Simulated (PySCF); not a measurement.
Si(H)2(OMe)2, SMILES CO[SiH2]OC at its CAM-B3LYP/def2-SVP optimised geometry (Å):

```
13

Si    -0.3678     0.6843     0.0000
O     -0.9740    -0.0203     1.3581
C     -0.7704    -1.3521     1.7534
O     -0.8572    -0.1788    -1.3218
C     -0.1645    -0.4419    -2.5096
H      1.1276     0.6843     0.0000
H     -0.9091     2.0616     0.0000
H     -1.3294    -1.5352     2.6828
H     -1.1276    -2.0616     0.9880
H      0.2967    -1.5631     1.9498
H      0.9296    -0.4826    -2.3563
H     -0.4881    -1.4142    -2.9121
H     -0.3723     0.3261    -3.2746
```

Computed with CAM-B3LYP/def2-TZVP in PySCF.

Map of the log10 of the electron density (e/bohr³), floored at −4 on the plane z = 0.8 Å:

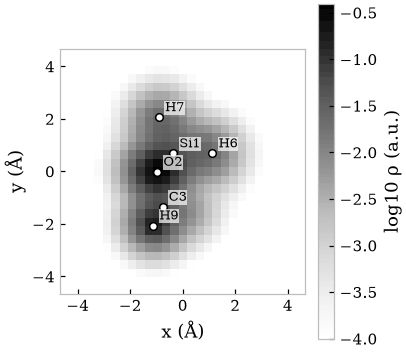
Fig. 1. Log10 of the electron density (e/bohr³), floored at −4 on the plane z = 0.8 Å.
